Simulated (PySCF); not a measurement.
```xyz
23

Si   -0.9368    0.0450   -0.6347
O    -0.9314   -0.1758    1.0541
C    -0.0654   -0.9848    1.6801
C    -0.1034   -0.8109    3.1666
O     0.6631   -1.7384    1.0857
H     0.5292   -1.5620    3.6516
H    -1.1380   -0.8760    3.5317
H     0.2636    0.1993    3.4038
O     0.6559    0.1926   -1.2222
C     1.6132    0.8921   -0.5974
C     2.9612    0.6812   -1.2146
O     1.3904    1.5852    0.3625
H     3.6946    1.3546   -0.7580
H     2.9120    0.8354   -2.3016
H     3.2574   -0.3654   -1.0465
C    -1.8670    1.6223   -0.8993
H    -1.9097    1.8805   -1.9682
H    -1.3639    2.4371   -0.3580
H    -2.8975    1.5360   -0.5220
C    -1.6162   -1.4544   -1.4796
H    -1.6158   -1.3247   -2.5725
H    -2.6480   -1.6558   -1.1541
H    -0.9902   -2.3235   -1.2291
```

Geometry: PBE0-D3(BJ)/def2-SVP.

Computed with PBE0/pcSseg-1, SCF density, gas phase, non-relativistic in PySCF.

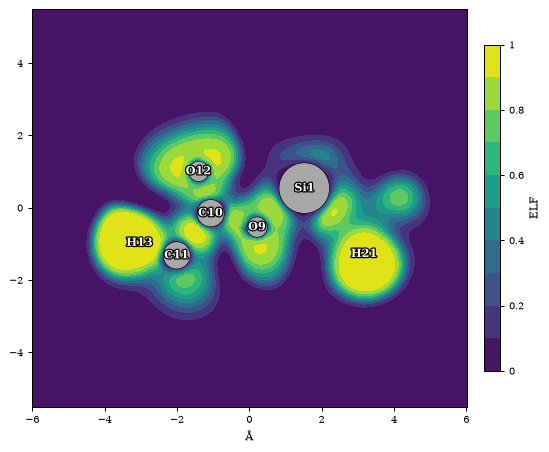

C$_{6}$H$_{12}$O$_{4}$Si. Electron localisation function on the plane of atoms O9, C10 and O12. Grey discs cover the atomic cores.

Describe what can be read from this map.

Answer. Atoms in the plane: Si, O, C and H.
C–O (1.20 Å): the ELF peaks at about 0.85 between the atoms: a short, multiple covalent bond.
C–C (1.50 Å): the ELF peaks at about 0.95 between the atoms, as expected for a covalent bond.
Si–O (1.70 Å): the ELF peaks at about 0.90 between the atoms; a shared but strongly polarised pair.
C–H (1.10 Å): the ELF climbs to about 1 towards the hydrogen, as it does in any bond to H (an ordinary covalent bond to hydrogen).
C–O (1.34 Å): the ELF peaks at about 0.85 between the atoms, as expected for a polar covalent bond.
The ELF also peaks beside O9 and O12, away from the bonds: lone-pair regions.
